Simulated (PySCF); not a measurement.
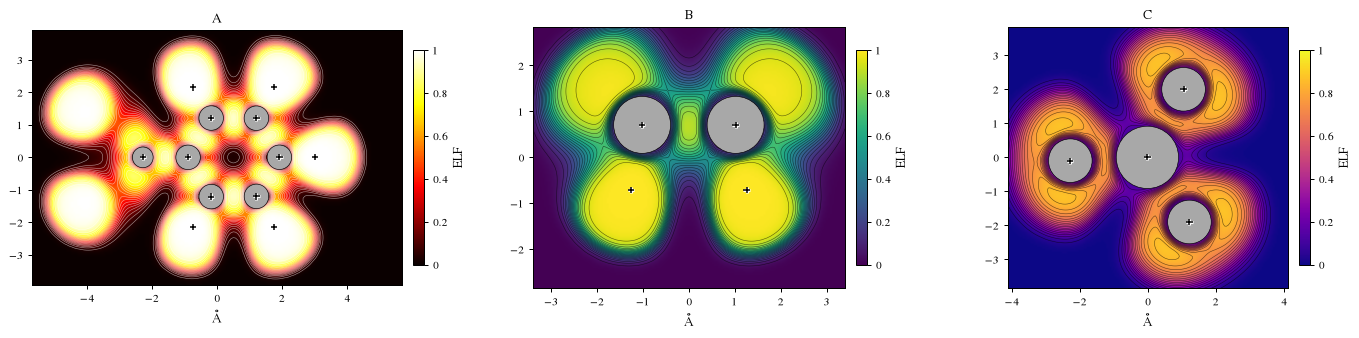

The electron localisation function of 3 systems, each on a plane through atoms (crosses mark nuclei in the plane; grey discs cover the cores).

Method: PySCF 2.14.0, density-fitted response routines, DFT single point, gas phase, functional wB97X.

System 1: Br₃Ga (gallium tribromide), the molecular plane. Geometry: PBE0-D3(BJ)/ma-def2-SVP.

```
atom    x (Å)    y (Å)    z (Å)
  Br   0.1917  -2.2531   0.0110
  Ga   0.0119   0.0066  -0.0100
  Br  -2.0514   0.9439  -0.0054
  Br   1.8676   1.3120  -0.0414
```

System 2: H₂P₂ (phosphanylidenephosphane), the molecular plane. Geometry: PBE0-D3(BJ)/def2-SVP.

```xyz
4

P    -1.0185    0.7002    0.0170
P     1.0166    0.7181    0.0048
H    -1.2450   -0.7150   -0.0264
H     1.2673   -0.6930   -0.0413
```

System 3: C₈H₉N (SMILES c1ccc(N2CC2)cc1), the plane of atoms C1, C9 and C8. Geometry: PBE0-D3(BJ)/def2-SVP.

```xyz
18

C    -2.6738    0.1948   -0.1367
C    -1.9431    1.1063    0.6256
C    -0.5806    0.9202    0.8400
C     0.0756   -0.1908    0.2911
N     1.4277   -0.4140    0.5536
C     2.4367    0.5804    0.3244
C     2.3867   -0.6715   -0.4824
C    -0.6600   -1.1054   -0.4763
C    -2.0221   -0.9100   -0.6846
H    -3.7425    0.3448   -0.3032
H    -2.4398    1.9776    1.0599
H    -0.0115    1.6322    1.4422
H     3.1860    0.7071    1.1131
H     2.1334    1.5068   -0.1804
H     3.0986   -1.4831   -0.2983
H     2.0507   -0.5762   -1.5231
H    -0.1529   -1.9748   -0.9012
H    -2.5811   -1.6320   -1.2852
```

**Which map belongs to which system?**

Panel A is system 3, C₈H₉N: the plane holds C, N and H. C–C (1.39 Å): the ELF peaks at about 0.95 between the atoms; a covalent bond. Panel B is system 2, H₂P₂: the plane holds P and H. P–P (2.04 Å): the ELF peaks at about 0.90 between the atoms (a covalent bond). Panel C is system 1, Br₃Ga: the plane holds Br and Ga. Ga–Br (2.27 Å): the ELF peaks at about 0.75 in the valence shell of Br, 1.0 Å from its nucleus, and is about 0.70 at the midpoint.
